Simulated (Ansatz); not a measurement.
# Liquid 70B2O3-30CaO (mol %): a series in temperature

How do cells made at different temperatures differ in pressure, forces, charges and cost?

Computed with Ansatz 0.2.0: Kohn-Sham DFT, r2SCAN, PAW (set soft_2). Every run is a single point, with the atoms held where the recipe put them (cutoff of the plane-wave runs 500 eV).

First member: 299 atoms (102 B, 22 Ca, 175 O) placed at random at 2.2 g/cm³, melted at 3000 K for 20 ps at fixed volume with the Buckingham and Coulomb pair potential of Guillot and Sator (Geochim. Cosmochim. Acta 71, 1249 (2007)) with the boron terms of Wang et al. (J. Non-Cryst. Solids 498, 294 (2018)). Snapshot at the end of a hold of 10 ps at 1700 K and zero pressure.

Last member: 299 atoms (102 B, 22 Ca, 175 O) placed at random at 2.2 g/cm³, melted at 3000 K for 20 ps at fixed volume with the Buckingham and Coulomb pair potential of Guillot and Sator (Geochim. Cosmochim. Acta 71, 1249 (2007)) with the boron terms of Wang et al. (J. Non-Cryst. Solids 498, 294 (2018)). Snapshot at the end of a hold of 10 ps at 2400 K and zero pressure.

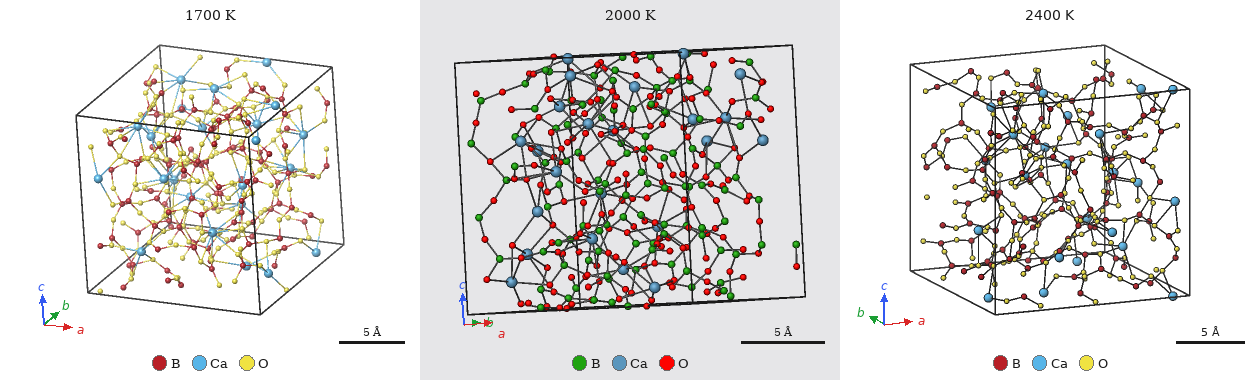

Three members of the series, labelled by temperature. Bonds to atoms that aren't drawn are left out. Some periodic images of atoms are drawn too.

The members:

```
temperature (K)  reduced formula  atoms  valence electrons  k-mesh        basis                       occupations  density (g/cm³)
           1700     Ca22B102O175    299               1576   1×1×1  plane waves  fermi-dirac smearing of 0.146 eV             2.35
           1860     Ca22B102O175    299               1576   1×1×1  plane waves   fermi-dirac smearing of 0.16 eV             2.26
           2000     Ca22B102O175    299               1576   1×1×1  plane waves  fermi-dirac smearing of 0.172 eV             2.20
           2200     Ca22B102O175    299               1576   1×1×1  plane waves   fermi-dirac smearing of 0.19 eV             2.07
           2400     Ca22B102O175    299               1576   1×1×1  plane waves  fermi-dirac smearing of 0.207 eV             2.06
```

Each cell is one sample from a classical run, so sample-to-sample scatter enters every column; pressures lack the kinetic term.

The input of the first member, without its atom lines; other members have their own cell and atoms, and may differ in mesh, basis and outputs:

```yaml
crystal:
  lattice:
    - [15.00055, 0.0, 0.0]
    - [0.0, 15.00055, 0.0]
    - [0.0, 0.0, 15.00055]
  atoms:
    [... 299 lines ...]
kpoints:
  mp_grid: { grid: [1, 1, 1] }
hamiltonian:
  xc: r2scan
scf:
  occupations: { method: fermi_dirac, width: 0.146 }
output:
  forces: true
  stress: true
  populations: true
  dos:
    method: { smearing: { sigma: 0.1 } }
    de: 0.1
    projected: { site_lists: { B: [B], Ca: [Ca], O: [O] } }
  eigenvalues: true
  write_density: true
  write_potential: true
  volumetric_format: npy
```

Results; charges are mean Löwdin charges in e:

```
temperature (K)  pressure (GPa)  r.m.s. force (eV/Å)   q(B)  q(Ca)   q(O)
           1700           -12.1                 1.58  +0.65  +1.83  -0.52
           1860           -11.8                 1.73  +0.66  +1.82  -0.53
           2000           -13.7                 1.83  +0.67  +1.82  -0.53
           2200           -11.7                 1.91  +0.67  +1.82  -0.53
           2400           -12.5                 1.96  +0.67  +1.81  -0.53
```

The projection misses up to 0.054 e an atom, so the charges add up to more than the cell's charge.

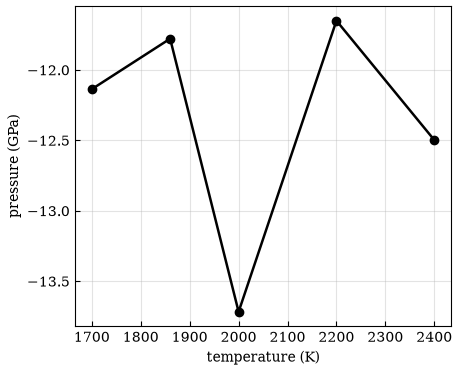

Results against temperature.

Cost on 8 threads of Arm Neoverse V2, shared host:

```
temperature (K)  atoms        basis  k-mesh  SCF cycles     time  host memory (GiB)
           1700    299  plane waves   1×1×1          11  5.7 min                 13
           1860    299  plane waves   1×1×1          11  4.2 min                 13
           2000    299  plane waves   1×1×1          13  4.5 min                 14
           2200    299  plane waves   1×1×1          14  5.2 min                 14
           2400    299  plane waves   1×1×1          15  5.2 min                 14
```

Times include the outputs that each run asked for, on hosts shared with other jobs.

The density spans 2.06 to 2.35 g/cm³, so the columns mix its effect with that of the temperature. The pressure lies between -14 and -12 GPa, with no steady trend. 3 of the 5 members have partly filled levels at the Fermi energy, where the frontier levels stand at most 1.1 eV apart and the tails of the smearing reach across; spin polarisation, left out here, could split them.

Caveats: The network of bonds at the start is that of the classical potential that made the cell, and needn't be the one that DFT or experiment would give. The classical runs held zero pressure, yet DFT finds pressures over 8 GPa in size in some cells, from the potential's density and bond lengths or from this functional's own volume.

[Logs are printed without paths, hosts, clocks, repeated set-up lines and the standing remarks that a program may print on its own settings, such as how far it seeks lower states.]

[Hosts, paths, dates, database ids (printed as entryN), source tags and the programs' standing remarks are cut or masked in the printed files.]
